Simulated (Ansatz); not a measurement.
## Electronic structure of H$_{2}$OSi···NH$_{3}$ in real space

The calculation's input:

```
crystal:
  periodic: [false, false, false]
  atoms:
    - { symbol: Si, position_ang: [0.094972, -0.065064, -0.908742] }
    - { symbol: "N", position_ang: [1.37996, -0.071617, 1.815508] }
    - { symbol: H, position_ang: [0.602112, -0.748062, 1.851969] }
    - { symbol: H, position_ang: [0.980937, 0.865242, 1.658601] }
    - { symbol: H, position_ang: [1.959207, -0.29899, 0.977959] }
    - { symbol: O, position_ang: [-0.724215, 1.39638, -0.570388] }
    - { symbol: H, position_ang: [-1.556977, 1.297925, -0.071666] }
    - { symbol: H, position_ang: [-0.915096, -1.056214, -0.22224] }
basis:
  gaussian: { orbitals: def2-SVP }
hamiltonian:
  xc: revpbe
  dispersion: d4
relax:
  f_tol: 0.03
  max_steps: 50
output:
  orbitals: {}
```

Launched as:

```sh
ansatz run input.yaml --threads 1 --pin off --max-ram 2048MiB --backend cpu --events-out ev --progress --plain --runs-dir out
```

The fields are those of the run's last geometry, not of the input's.

All numbers below come from Ansatz 0.2.0, RKS revPBE-D4/def2-SVP.

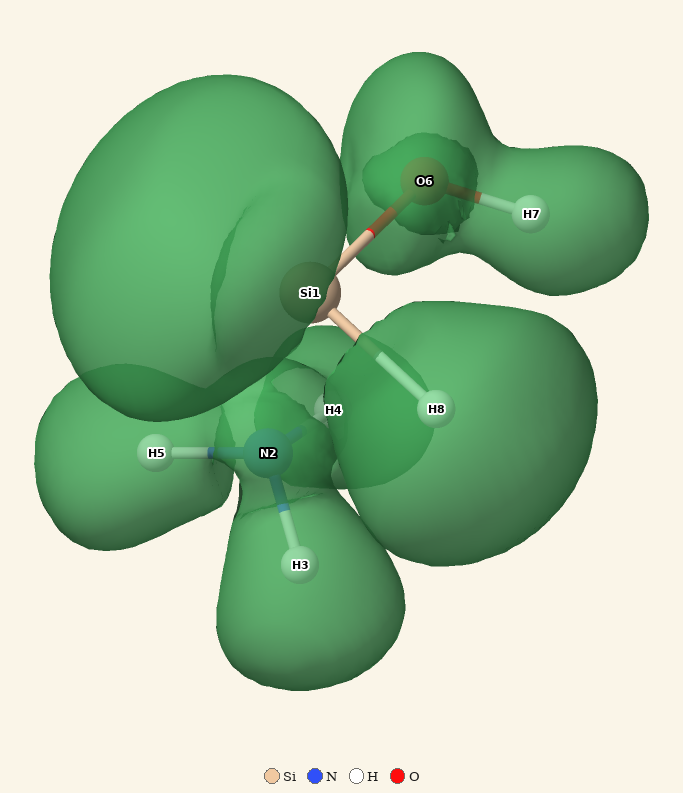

Figure 1. Isosurface of the ELF at 0.75 (green), seen at an oblique angle. Core shells and regions of very low density are left out.

**What do the ELF domains correspond to?**

At this value the surface marks out one region around a hydrogen nucleus, one lobe on Si, pointing away from the bonds (lone pairs), one joined region spread over several atoms (H, N), in which their bonds and any lone pairs are merged and one joined region spread over several atoms (H, O), in which their bonds and any lone pairs are merged.


Si1···N2 (2.17 Å): the ELF peaks at about 0.95 in the valence shell of N, 0.7 Å from its nucleus, and is about 0.70 at the midpoint. Si–O (1.74 Å): the ELF peaks at about 0.85 between the atoms (a polar covalent bond).

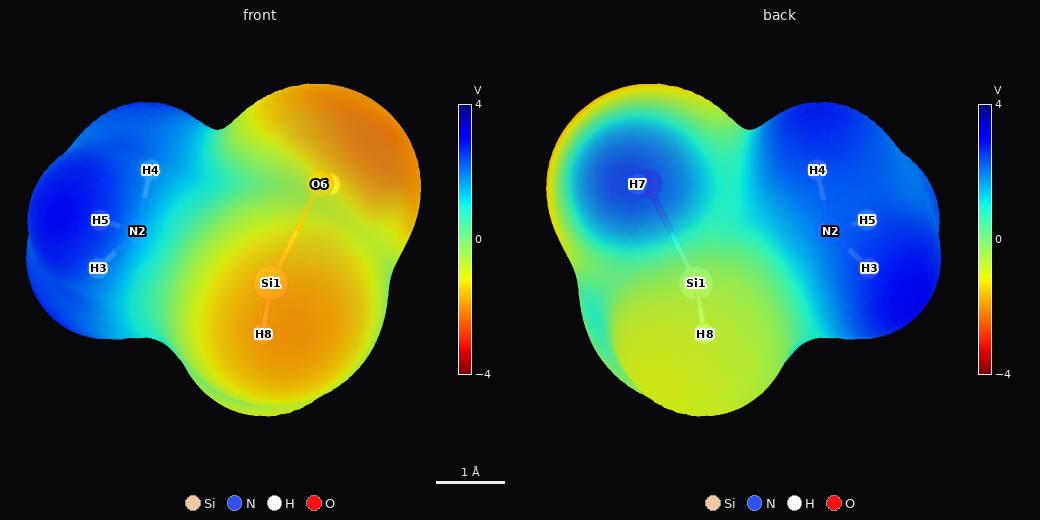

Figure 2. The molecular electrostatic potential painted on the density surface at 0.004 e/bohr³, seen from the front and from behind; the colour scale runs from red (negative) to blue (positive).

**Which sites attract a positive test charge, and which a negative one?**

A positive charge is drawn to the negative regions and a negative charge to the positive ones. The most negative region (about −2.3 V) lies over O6, the most positive (about +3.0 V) over H3 and H5. O6 is the likeliest acceptor of a hydrogen bond.

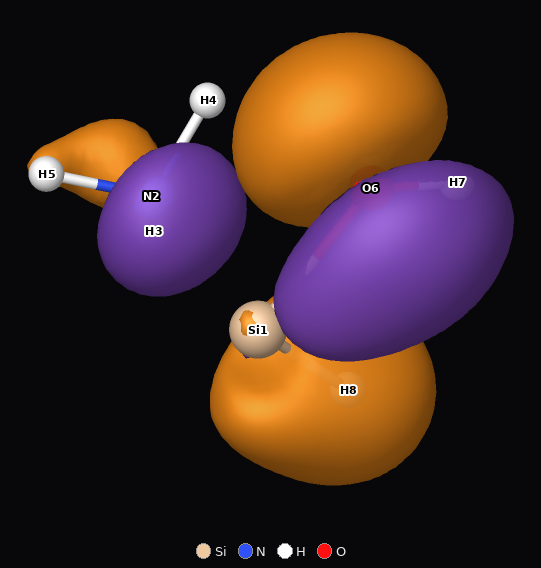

Figure 3. The HOMO−1 at ±0.1 Å⁻³ᐟ² (orange and purple are the two phases), seen at a tilt.

**Describe this orbital and give its energy.**

By Hirshfeld shares it lies mainly on O6 (about 65 %), H8 (about 10 %) and N2 (about 5 %). Its energy is −6.35 eV.
